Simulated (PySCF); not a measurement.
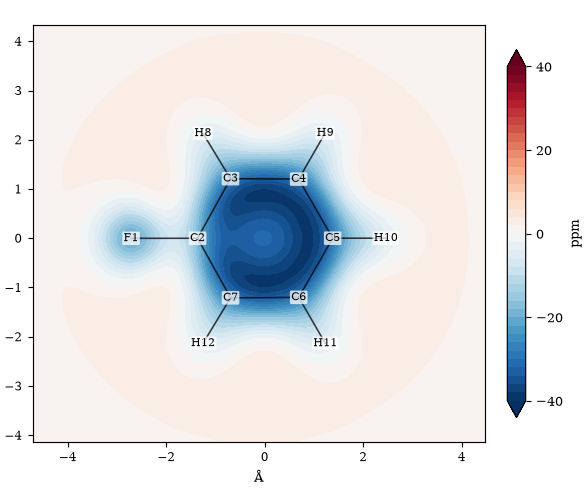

C₆H₅F, SMILES `Fc1ccccc1`. NICSzz (the component normal to the ring) 1.0 Å above the plane of the 6-membered ring C2/C3/C4/C5/C6/C7; GIAO shieldings; atoms are projected onto the map; negative values mean shielding.

Level of theory: HF/cc-pVDZ (PySCF), at a geometry from GFN2-xTB. No frequency check shows the geometry to be a minimum.

Classify the ring and give its NICS values.

Answer. It is strongly diatropic (aromatic): NICS(0) = −12.4, NICS(1) = −12.5, NICS(1)zz = −31.6 ppm.

What absolute proton shieldings does the same calculation give?

Answer. From 24.6 ppm (H9 and H11) to 24.9 ppm (H8 and H12).

Cost of the run: 19 s on 1 thread of Intel(R) Xeon(R) Platinum 8375C CPU @ 2.90GHz (Ice Lake), on a shared host, peak memory 0.54 GiB.
